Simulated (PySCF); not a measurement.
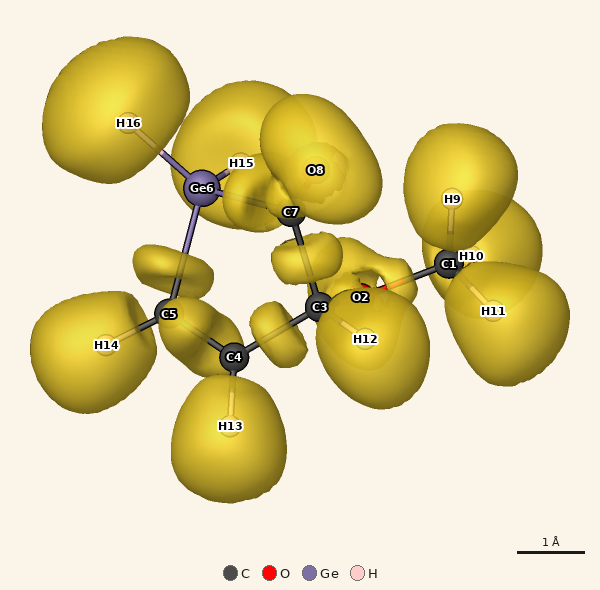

*C5H8GeO2. Isosurface of the ELF at 0.75 (yellow), seen at an oblique angle. Core shells and regions of very low density are left out.*

Geometry: GFN2-xTB.

The calculation used PySCF, PBE0/def2-SVPD, SCF density, gas phase.

```xyz
16

C     2.2456   -0.3569   -0.1062
O     1.0890    0.2922    0.3661
C     0.1516    0.6112   -0.6566
C    -0.8891    1.4898   -0.0301
C    -1.7106    0.9100    0.8421
Ge   -1.4392   -1.0189    0.8374
C    -0.5593   -0.7171   -0.9346
O    -0.5750   -1.3093   -1.9726
H     2.0078   -1.2832   -0.6402
H     2.8444   -0.5886    0.7724
H     2.8151    0.3003   -0.7732
H     0.6449    1.0537   -1.5298
H    -0.9021    2.5410   -0.2794
H    -2.4716    1.4720    1.3600
H    -0.5491   -1.5592    1.9118
H    -2.7100   -1.8279    0.8216
```

**Where are the electrons localised?**

The surface consists of three regions between bonded C–C atoms (shared pairs), eight regions around hydrogen nuclei, two lobes of the valence shell of C pointing towards Ge (polar bonds) and two regions on O in which the atom's valence shell and bonds are merged.

Values along the shortest contacts:
C–O (1.20 Å): the ELF peaks at about 0.85 between the atoms; a short, multiple covalent bond. C–C (1.33 Å): the ELF peaks at about 0.90 between the atoms; a multiple bond.
